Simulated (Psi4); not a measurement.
# Si2H6F2 (SMILES F[SiH3].F[SiH3]) at PBE-D2/def2-SVP (density fitting, counterpoise cp, fragments set)

Aim: the interaction energy of Si2H6F2. 

Program for the calculation: Psi4 1.11.

6 further runs of the same task are left out: 3 that didn't finish, 3 set aside as unsound or not needed. Runs told in other sessions of the task aren't counted.

### Step 1. The system as given

Si2H6F2 has 10 atoms, charge 0, and is taken as a singlet. As SMILES, `F[SiH3].F[SiH3]`. The parts were moved apart from a relaxed complex, to 1.4 times its contact distance, each keeping its shape in the complex.

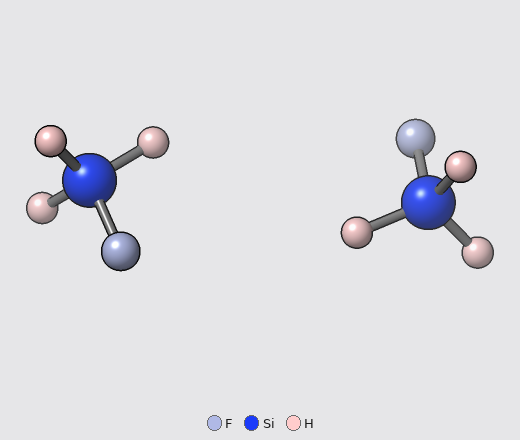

Viewed from a chosen angle; fluorine light blue, silicon blue, hydrogen pink.

### Step 2. The interaction energy at PBE-D2/def2-SVP (density fitting, counterpoise cp, fragments set)

f2h6si2.dat reads:

```
memory 1.6 GB

molecule dimer {
  0 1
  F     -2.122160     1.736890    -0.290290
  Si    -0.959350     1.862480    -1.395450
  H     -1.661660     1.907010    -2.668680
  H     -0.136050     0.679570    -1.217670
  H     -0.281040     3.109290    -1.076040
  --
  0 1
  F      2.257250    -2.574980     0.662810
  Si     1.485470    -2.773660     2.060100
  H      0.455750    -1.748510     2.071680
  H      2.507620    -2.590570     3.078920
  H      0.965530    -4.131310     2.010090
  units angstrom
  symmetry c1
  no_reorient
  no_com
}

set basis def2-SVP
set reference rks

energy_value, wavefunction = energy("pbe-d2", bsse_type='cp', return_wfn=True)
```

On the command line:

```sh
$ psi4 -n 1 f2h6si2.dat f2h6si2.out
```

Q: Predict the results. Wanted: interaction energy.

**Answer.** As computed:

Level: PBE-D2/def2-SVP (density fitting, counterpoise cp, fragments set).

```
          quantity         value
interaction energy  -1.02 kJ/mol
```
